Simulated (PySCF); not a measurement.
## C6H11OPSSi: NMR shielding calculation

C6H11OPSSi, SMILES CC1=C[P@](=S)(CO)C=C1[SiH3], computed with GIAO PBE0/pcSseg-1 NMR shielding, non-relativistic, gas phase (PySCF 2.14.0).

The geometry comes from this level: GFN2-xTB. It belongs to a series of runs on one base structure; here: phosphine turned into its sulfide. Figures and captions count atoms from 1; the log counts them from 0 in places.

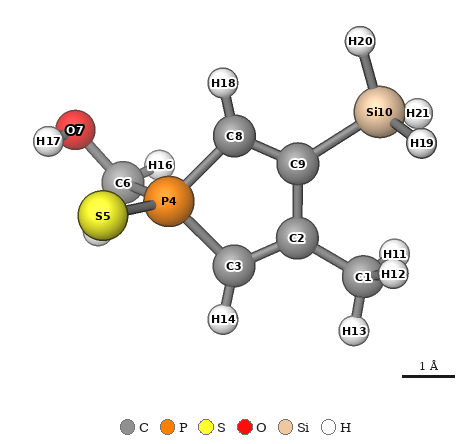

*The input geometry (ball-and-stick view, seen at a tilt; atoms are numbered from 1 in the order of the input).*

### Key numbers

```json
{"quantity": "outcome", "value": "converged"}
{"quantity": "total energy", "value": "−1338.667845 hartree"}
{"quantity": "HOMO", "value": "−6.57 eV"}
{"quantity": "LUMO", "value": "−2.32 eV"}
{"quantity": "dipole moment", "value": "4.69 D"}
{"quantity": "isotropic shielding, C", "value": "23.7 to 164.7 ppm"}
{"quantity": "isotropic shielding, P", "value": "267.4 ppm"}
{"quantity": "isotropic shielding, S", "value": "850.3 ppm"}
{"quantity": "isotropic shielding, O", "value": "324.5 ppm"}
{"quantity": "isotropic shielding, Si", "value": "426.5 ppm"}
{"quantity": "hardware", "value": "1 CPU thread, shared host"}
{"quantity": "wall time", "value": "85 s"}
{"quantity": "peak memory", "value": "1.1 GiB"}
```

### Input
```
{"job": {"kind": "nmr", "xc": "PBE0", "basis": "pcSseg-1"}, "charge": 0, "multiplicity": 1}
C     -2.296770    -1.189677    -0.614396
C     -0.908595    -0.686426    -0.428305
C      0.174881    -1.465969    -0.269574
P      1.653895    -0.441887    -0.147392
S      3.083863    -0.647231    -1.451781
C      2.321409    -0.595556     1.598223
O      3.414410     0.249253     1.738911
C      0.658066     1.063061    -0.224825
C     -0.639308     0.759183    -0.402187
Si    -1.987177     2.070080    -0.575252
H     -2.938834    -0.818231     0.183308
H     -2.700748    -0.829947    -1.559712
H     -2.319622    -2.276669    -0.612797
H      0.187462    -2.542535    -0.284705
H      2.587359    -1.653476     1.760018
H      1.562696    -0.295291     2.324714
H      4.012675     0.102477     0.986617
H      1.078417     2.053505    -0.195083
H     -2.701651     1.863537    -1.835939
H     -1.344378     3.380785    -0.546026
H     -2.906972     1.917959     0.555711
```

The first line tells a small driver script what to run in PySCF; the rest is the geometry in Å.

Launch command:
```bash
OMP_NUM_THREADS=1 python <driver script> task.json out
```

### Output
```
coarse grid: 19296 points
cycle   1  E = -1338.4827836481  dE =  1.517e+00  |g| = 7.182e-01  |ddm| = 4.510e+00
cycle   2  E = -1338.3799408989  dE =  1.028e-01  |g| = 1.017e+00  |ddm| = 2.234e+00
cycle   3  E = -1338.5911783459  dE = -2.112e-01  |g| = 1.388e-01  |ddm| = 1.548e+00
cycle   4  E = -1338.5954816462  dE = -4.303e-03  |g| = 5.234e-02  |ddm| = 2.789e-01
cycle   5  E = -1338.5961168130  dE = -6.352e-04  |g| = 2.286e-02  |ddm| = 9.518e-02
cycle   6  E = -1338.5962416382  dE = -1.248e-04  |g| = 5.190e-03  |ddm| = 2.884e-02
cycle   7  E = -1338.5962470571  dE = -5.419e-06  |g| = 2.712e-03  |ddm| = 9.620e-03
final grid: 173152 points
cycle   8  E = -1338.6678032107  dE = -3.200e-05  |g| = 1.261e-02  |ddm| = 4.949e-02
cycle   9  E = -1338.6677396334  dE =  6.358e-05  |g| = 1.967e-02  |ddm| = 4.227e-02
cycle  10  E = -1338.6678434255  dE = -1.038e-04  |g| = 2.570e-03  |ddm| = 2.850e-02
cycle  11  E = -1338.6678450050  dE = -1.580e-06  |g| = 4.527e-04  |ddm| = 2.459e-03
cycle  12  E = -1338.6678450452  dE = -4.021e-08  |g| = 2.328e-04  |ddm| = 1.024e-03
cycle  13  E = -1338.6678450593  dE = -1.406e-08  |g| = 3.478e-05  |ddm| = 4.005e-04
cycle  14  E = -1338.6678450595  dE = -2.601e-10  |g| = 1.209e-05  |ddm| = 7.630e-05
```

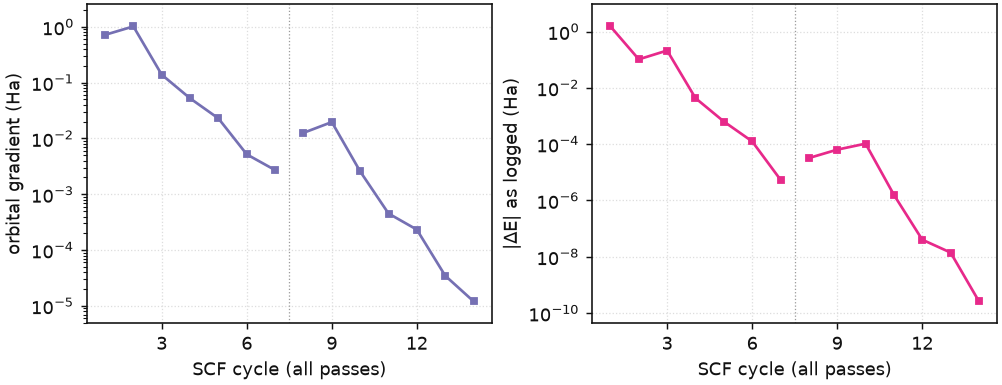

*Convergence of the self-consistent field: orbital gradient and size of the energy change against the SCF cycle. The dotted line marks the change from a coarse to the final integration grid.*

The first 7 cycles use a coarse grid, the final grid takes over at cycle 8, and the field converges after 14 cycles in all.

```
converged SCF energy = -1338.6678450595

GIAO shielding tensors (ppm)
atom      isotropic    diamagn.    paramagn.     s11        s22        s33       span
  0 C      164.730     246.734     -82.004    153.234    155.357    185.600     32.365
  1 C       23.651     264.037    -240.386    -91.089     23.394    138.649    229.738
  2 C       55.836     264.382    -208.546    -34.652     67.228    134.931    169.583
  3 P      267.368     964.727    -697.359    184.685    257.180    360.239    175.554
  4 S      850.277    1057.608    -207.332    689.326    906.174    955.330    266.003
  5 C      118.878     251.389    -132.511     97.439    119.087    140.106     42.667
  6 O      324.515     385.039     -60.525    269.458    324.934    379.153    109.696
  7 C       28.851     264.754    -235.903    -82.047     34.347    134.254    216.301
  8 C       31.752     260.711    -228.958    -77.965     21.764    151.458    229.424
  9 Si     426.547     882.078    -455.531    389.339    431.614    458.689     69.349
 10 H       29.470      29.712      -0.242     25.407     28.355     34.647      9.240
 11 H       29.377      29.179       0.198     25.347     28.198     34.587      9.240
 12 H       29.405      29.311       0.094     24.575     28.925     34.715     10.140
 13 H       25.800      34.929      -9.129     23.935     25.070     28.396      4.461
 14 H       27.768      29.964      -2.196     21.724     27.775     33.805     12.081
 15 H       27.645      31.474      -3.829     23.913     28.362     30.661      6.747
 16 H       29.089      30.592      -1.503     17.810     29.597     39.861     22.051
 17 H       24.634      34.460      -9.826     21.042     23.834     29.027      7.985
 18 H       27.262      29.343      -2.081     23.671     26.154     31.960      8.289
 19 H       27.527      29.278      -1.750     23.647     26.841     32.093      8.446
 20 H       27.316      29.582      -2.267     23.993     25.966     31.988      7.996
```

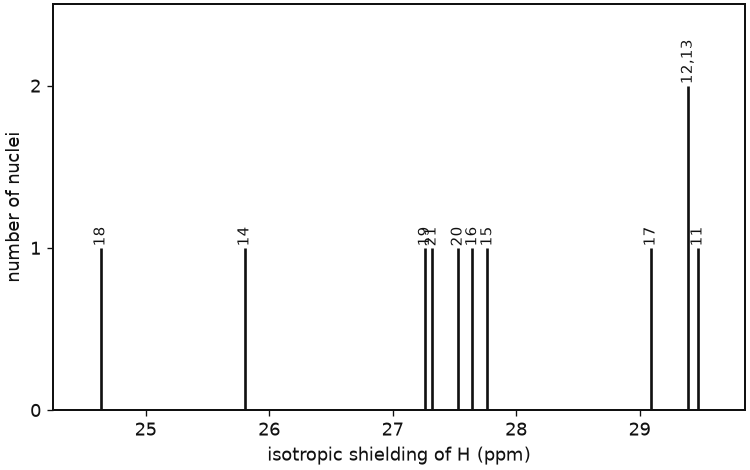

*Isotropic shieldings of the hydrogen nuclei in this fixed geometry, labelled by atom number; shielding grows to the right, so chemical shift grows to the left.*

The least shielded is H18 (24.6 ppm), the most shielded H11 (29.5 ppm).

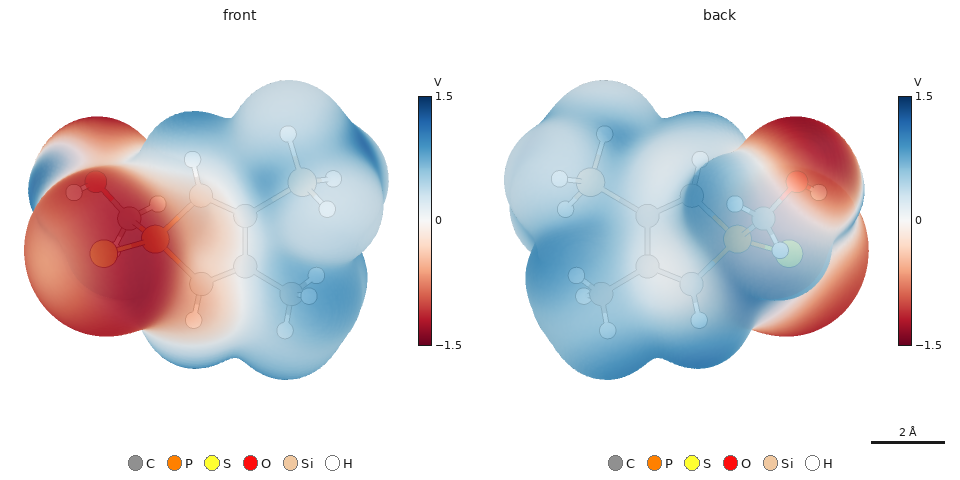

*The molecular electrostatic potential painted on the density surface at 0.001 e/bohr³, seen at a tilt and from behind; red is negative and blue positive.*

Its dipole moment is 4.69 D.

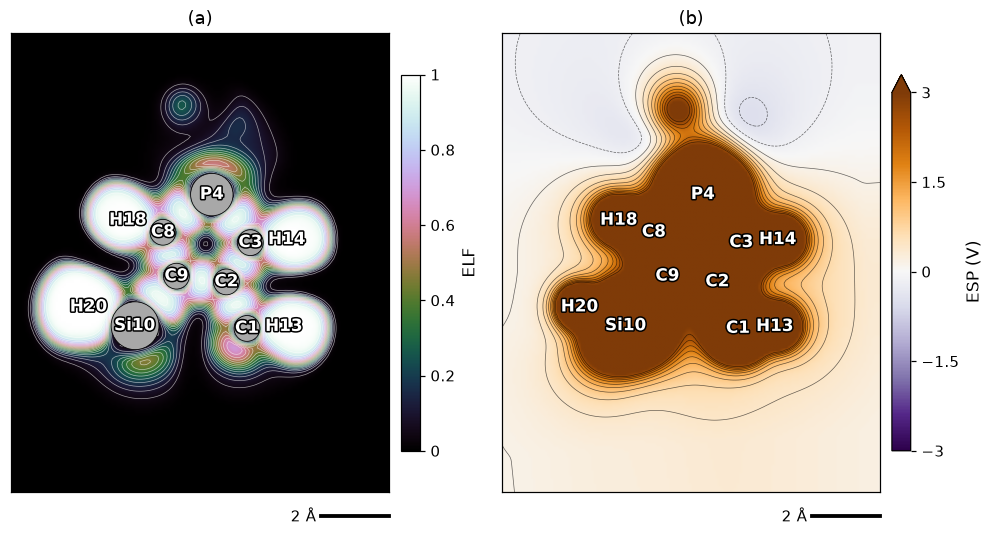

*(a) electron localisation function; (b) molecular electrostatic potential on the plane of atoms C8, C9 and Si10. Grey discs, where drawn, cover atomic cores.*

The section cuts through C, P, Si and H sites. C–C (1.34 Å): the ELF peaks at about 0.90 between the atoms (a multiple bond by its length, whose ELF region spreads away from the axis). C–P (1.80 Å): the ELF peaks at about 0.95 between the atoms, which marks a covalent bond.
